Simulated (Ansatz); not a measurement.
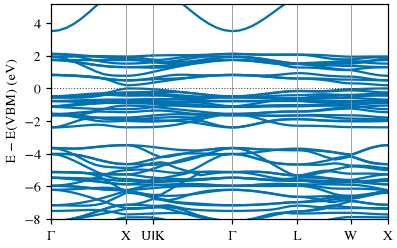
Figure: Band structure from DFT-PBEsol in the program Ansatz with PAW potentials

Read off the gap and where the band edges lie.

About 0.2 eV (0.20 eV by a search for the band edges); maximum at X, minimum at X.

Pick the material that matches.
A. AgI, zinc blende
B. Cs2AgBiBr6, Fm-3m (Bi on 4a, Ag on 4b, Cs on 8c, Br on 24e)
C. BeS, rock salt
D. Co3O4, Fd-3m (Co on 16d, Co on 8a, O on 32e)

D, Co3O4, Fd-3m (Co on 16d, Co on 8a, O on 32e)

The first step of the workflow began from a Materials Project structure, measured or hypothetical; the Crystallography Open Database files this formula in space group No. 227, but the cells were not matched. Whether it is the stable phase at ambient conditions was not checked. The cell was relaxed with PBEsol under the symmetry of its start, as lowered by the spin order; its stability against distortions is not shown here. The final state is antiferromagnetic, chosen from 2 collinear starts compared on coarse meshes (ties went to the first, and starts can fall back to one state), not a proven ground state. No Hubbard U is applied.

Potentials: the later of the program's two PAW sets.
